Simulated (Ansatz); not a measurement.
A series of calculations on Si₂H₈O

**1. Relaxation**

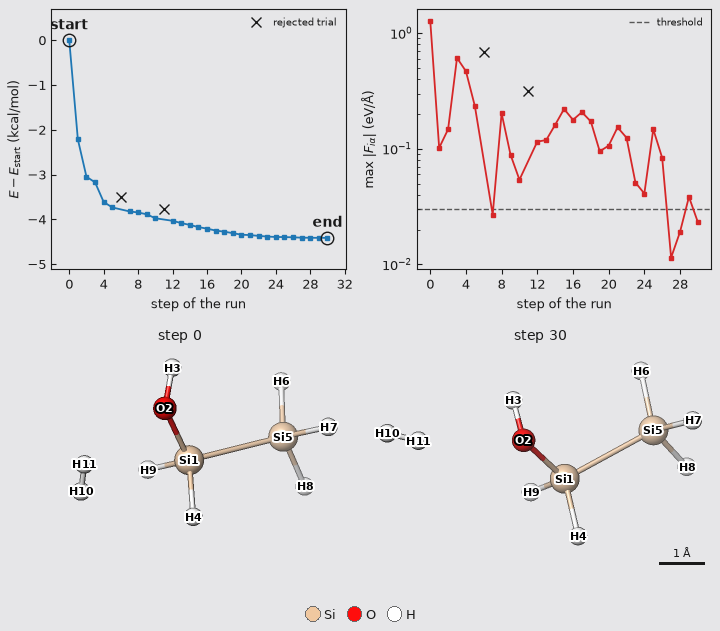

First and last geometry of a relaxation of Si2H8O, with the history of the run. Style: ball-and-stick. Shown at a tilt.

The run prepares an end point of a later path (reaction) calculation, from a guessed geometry.

Level of theory: RKS PBE/6-31G* in Ansatz 0.2.0.

Input
```yaml
crystal:
  periodic: [false, false, false]
  atoms:
    - { symbol: Si, position_ang: [0.01058, 0.11414, 0.118889] }
    - { symbol: O, position_ang: [-0.249803, -0.088808, 1.772017] }
    - { symbol: H, position_ang: [-1.179261, 0.031883, 2.048203] }
    - { symbol: H, position_ang: [1.478416, 0.350096, -0.050454] }
    - { symbol: Si, position_ang: [-1.174443, 1.961156, -0.74548] }
    - { symbol: H, position_ang: [-2.662238, 1.75091, -0.655769] }
    - { symbol: H, position_ang: [-0.854979, 3.232054, -0.009818] }
    - { symbol: H, position_ang: [-0.827686, 2.160396, -2.195571] }
    - { symbol: H, position_ang: [-0.375392, -1.094906, -0.693738] }
    - { symbol: H, position_ang: [1.339378, -2.064816, 0.900493] }
    - { symbol: H, position_ang: [1.041928, -1.872904, 1.521028] }
basis:
  gaussian: { orbitals: "6-31G*" }
hamiltonian:
  xc: pbe
relax:
  f_tol: 0.03
  max_steps: 50
```

Run as
```bash
ansatz run input.yaml --threads 1 --pin off --max-ram 2048MiB --backend cpu --events-out ev --progress --plain --runs-dir out
```

Question: What do the curves and the structures tell?

Answer: It converged. The atom that moves furthest after the best rigid fit is H10 (2.11 Å). Largest moves by element: H 2.11 Å, O 0.78 Å, Si 0.63 Å. Near-neighbour distances that change, for instance: H10–H11 0.714 → 0.753 Å, Si1–O2 1.686 → 1.691 Å. After 28 accepted moves (30 points after the start) the energy has fallen by 4.41 kcal/mol. The largest force component goes from 1.3 to 0.023 eV/Å. The line search rejected the trial steps at points 6, 11 of the run. The forces were under the threshold at step 7, but the run went on from there. The run took 55 s on 1 thread of Arm Neoverse V2, with other jobs on the host, peak memory 0.11 GiB.

Limits of the set-up: the start holds two separate molecules, 2.2 Å apart at their closest, whose relative position is a soft coordinate and is computed without a dispersion correction.

**2. Relaxation**

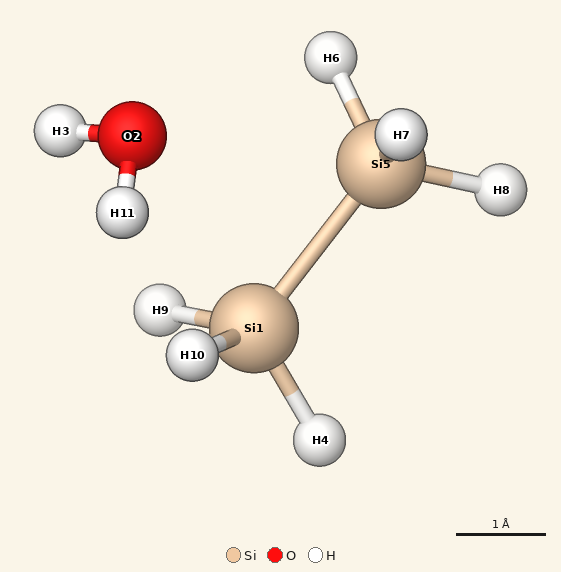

This is the input geometry for a relaxation of Si2H8O. Style: ball-and-stick. Shown at a tilt.

The run prepares an end point of a later path (reaction) calculation, from a guessed geometry.

Computed with RKS PBE/6-31G* (Ansatz).

Input file:
```yaml
crystal:
  periodic: [false, false, false]
  atoms:
    - { symbol: Si, position_ang: [0.389868, -0.323454, -0.55569] }
    - { symbol: O, position_ang: [-0.818447, 0.04109, 2.038347] }
    - { symbol: H, position_ang: [-1.294197, -0.80745, 2.13283] }
    - { symbol: H, position_ang: [1.311731, -0.421929, -1.743746] }
    - { symbol: Si, position_ang: [-0.782178, 1.709213, -0.496399] }
    - { symbol: H, position_ang: [-2.23341, 1.483553, -0.200571] }
    - { symbol: H, position_ang: [-0.196559, 2.61763, 0.543038] }
    - { symbol: H, position_ang: [-0.691371, 2.419909, -1.821941] }
    - { symbol: H, position_ang: [-0.524999, -1.513662, -0.621237] }
    - { symbol: H, position_ang: [1.251496, -0.4997, 0.632462] }
    - { symbol: H, position_ang: [0.134566, -0.225999, 2.102707] }
basis:
  gaussian: { orbitals: "6-31G*" }
hamiltonian:
  xc: pbe
relax:
  f_tol: 0.03
  max_steps: 50
output:
  orbitals: {}
```

Run as
```bash
ansatz run input.yaml --threads 1 --pin off --max-ram 2048MiB --backend cpu --events-out ev --progress --plain --runs-dir out
```

Question: Where does the relaxation end?

Answer: After 8 accepted moves (10 points after the start) the energy has fallen by 2.07 kcal/mol. Largest force component: 0.62 eV/Å at the start, 0.0022 eV/Å at the end. The line search rejected the trial steps at points 2, 5 of the run. The forces were under the threshold at step 7, but the run went on from there. The largest move after the best rigid fit is that of H11, 0.45 Å. Largest moves by element: H 0.45 Å, O 0.14 Å, Si 0.10 Å. Near-neighbour distances that change, for instance: Si1–H10 1.478 → 1.504 Å, O2–H11 0.992 → 0.978 Å.

History of the run:

```json
{"step": "0", "E − E(0), kcal/mol": "0.00", "largest force component, eV/Å": "0.6169", "note": ""}
{"step": "1", "E − E(0), kcal/mol": "-1.46", "largest force component, eV/Å": "0.3466", "note": ""}
{"step": "2", "E − E(0), kcal/mol": "-1.15", "largest force component, eV/Å": "0.2311", "note": "rejected"}
{"step": "3", "E − E(0), kcal/mol": "-1.77", "largest force component, eV/Å": "0.3177", "note": ""}
{"step": "4", "E − E(0), kcal/mol": "-1.98", "largest force component, eV/Å": "0.0949", "note": ""}
{"step": "5", "E − E(0), kcal/mol": "-1.93", "largest force component, eV/Å": "0.1618", "note": "rejected"}
{"step": "6", "E − E(0), kcal/mol": "-2.00", "largest force component, eV/Å": "0.0396", "note": ""}
{"step": "7", "E − E(0), kcal/mol": "-2.05", "largest force component, eV/Å": "0.0086", "note": ""}
{"step": "8", "E − E(0), kcal/mol": "-2.06", "largest force component, eV/Å": "0.1364", "note": ""}
{"step": "9", "E − E(0), kcal/mol": "-2.06", "largest force component, eV/Å": "0.1245", "note": ""}
{"step": "10", "E − E(0), kcal/mol": "-2.07", "largest force component, eV/Å": "0.0022", "note": ""}
```

The structure at the end:

```xyz
11

Si    0.4541   -0.3380   -0.6356
O    -0.9459    0.0879    2.0781
H    -1.3405   -0.7957    1.9380
H     1.1145   -0.4926   -1.9799
Si   -0.7456    1.6762   -0.4604
H    -2.2042    1.4254   -0.2249
H    -0.1951    2.5473    0.6277
H    -0.6300    2.4486   -1.7494
H    -0.4335   -1.5397   -0.4576
H     1.5505   -0.4310    0.3903
H    -0.0779   -0.1092    2.4832
```

The end point in the same view:

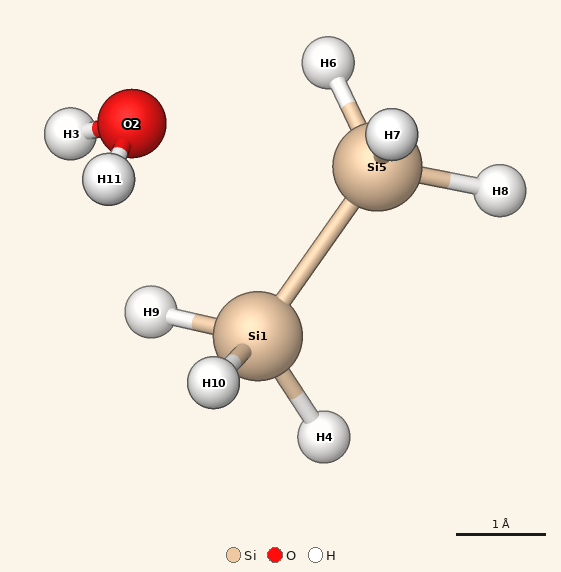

**3. Path**

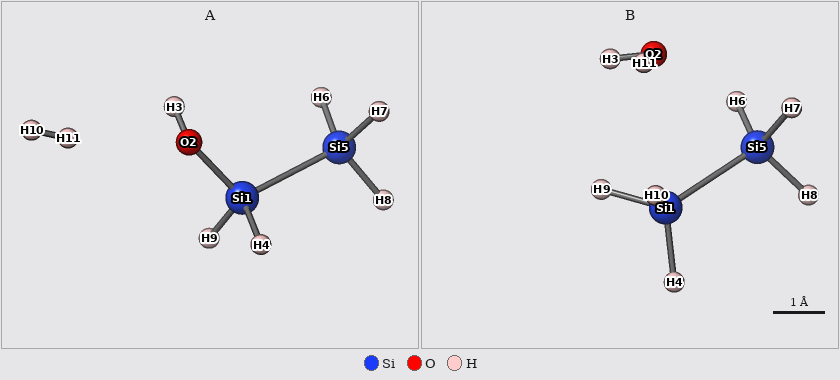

The two relaxed end points of a path for Si2H8O, made up at the start of Si$_{2}$H$_{6}$O and H2. A ball-and-stick model, seen at a tilt.

All numbers below come from RKS PBE/6-31G* (Ansatz).

Settings: 7 movable images; climbing image; force threshold 0.05 eV/Å; iteration limit 60.

Start:
```xyz
11

Si    0.1071    0.3736   -0.4688
O     0.2051   -0.2375    1.1049
H    -0.6509   -0.5194    1.4801
H     1.5033    0.8073   -0.7933
Si   -1.3790    2.1925   -0.6699
H    -2.7740    1.7951   -0.2703
H    -0.9682    3.3489    0.1956
H    -1.4259    2.6620   -2.0979
H    -0.3039   -0.6825   -1.4654
H     1.1581   -2.9453    2.6994
H     1.0748   -2.3153    2.2956
```

End:
```xyz
11

Si    0.6577   -0.0089   -0.6524
O    -1.1150   -0.4500    1.8312
H    -1.3434   -1.3132    1.4326
H     1.4945    0.2596   -1.8751
Si   -0.8600    1.7320   -0.2135
H    -2.2777    1.2500   -0.2745
H    -0.5934    2.3668    1.1175
H    -0.7115    2.8090   -1.2573
H    -0.0419   -1.3184   -0.8957
H     1.6205   -0.2162    0.4849
H    -0.2831   -0.6314    2.3123
```

### Predict the minimum-energy path and its barrier.

The highest point, image 5, lies 2.08 eV above the start and 1.63 eV above the end; the end is at +0.45 eV relative to the start. Breaking: H10–H11 (0.75 → 1.14 at the top → 2.67 Å), Si1–O2 (1.69 → 1.95 at the top → 3.08 Å). Forming: O2–H11 (2.55 → 1.16 at the top → 0.98 Å), Si1–H10 (4.71 → 1.77 at the top → 1.50 Å). The band converged in 34 iterations. The largest component of the band force went from 16 to 0.045 eV/Å. The climbing image converged on the top of the path. Its vibrational analysis gives one imaginary mode (1237i cm⁻¹), as a transition state must have.

Energies of the converged images:

| image | path (Å) | E (eV) |
| --- | --- | --- |
| 0 | 0.00 | 0.000 |
| 1 | 0.93 | 0.004 |
| 2 | 1.86 | 0.015 |
| 3 | 2.79 | 0.075 |
| 4 | 3.72 | 0.500 |
| 5 | 4.65 | 2.084 |
| 6 | 6.13 | 0.735 |
| 7 | 7.60 | 0.499 |
| 8 | 9.08 | 0.450 |

The geometry at the top of the path:

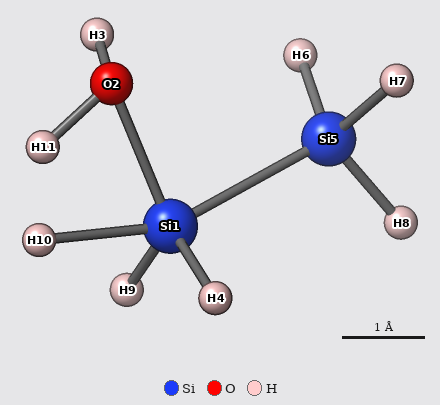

Limits of the set-up: the start holds two separate molecules, 2.5 Å apart at their closest, whose relative position is a soft coordinate and is computed without a dispersion correction.
